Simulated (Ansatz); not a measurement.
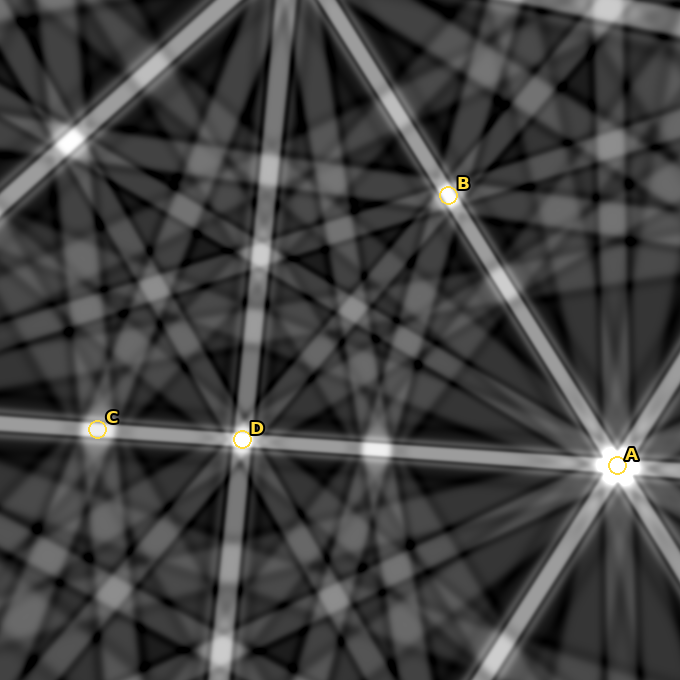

Simulated Kikuchi (electron backscatter) pattern at 30 kV: kinematic bands of width 2θ(Bragg) in gnomonic projection, seen from the camera side; the frame spans ±31° from its centre. Crystal: Cs3SiF6, space group Fm-3m (No. 225), a = 9.47 Å. Structure: the geometry relaxed (final pressure about 1.4 GPa) with Ansatz, DFT, PAW plane waves, r2scan; the starting structure was generated, so it need not be a known form of this composition.

Pole A is [11-1] and pole B is [13-1].

Question: Index the poles C and D.

Answer: C is [331], 48.5° from A and 40.5° from B. D is [110], 35.3° from A and 31.5° from B.

Question: Which band joins A and B, and how wide is it?

Answer: It comes from the planes common to both zones. The strongest order is 2 0 2 with d = 3.349 Å, so the band is 2θ = 1.2° wide (λ = 0.0698 Å). Other orders of the same planes (4 0 4, 6 0 6) lie on the same centre line with other widths.
